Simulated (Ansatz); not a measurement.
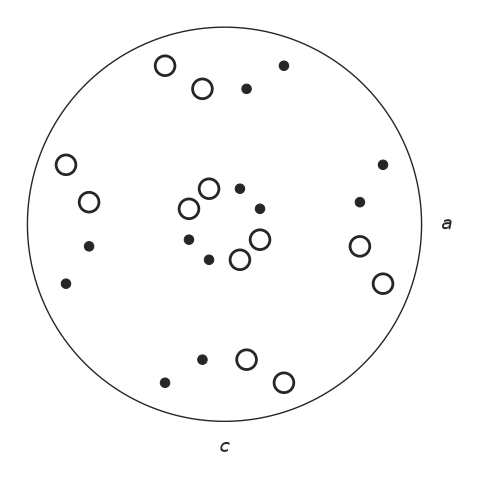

Stereographic projection: filled dots lie in the upper hemisphere, open rings in the lower. The b axis points at the viewer. The poles are all faces of one general form. Computed from the symmetry operations of a computed or model structure of composition Nb3BN4, which need not be its known form.

Question: Which point group is this?

Answer: -43m (Td), order 24, cubic system: three −4 axes, four threefold axes, six mirror planes.

Question: Can such a crystal be piezoelectric, pyroelectric or chiral?

Answer: It is not centrosymmetric; not polar, but piezoelectricity is allowed; it is not chiral.
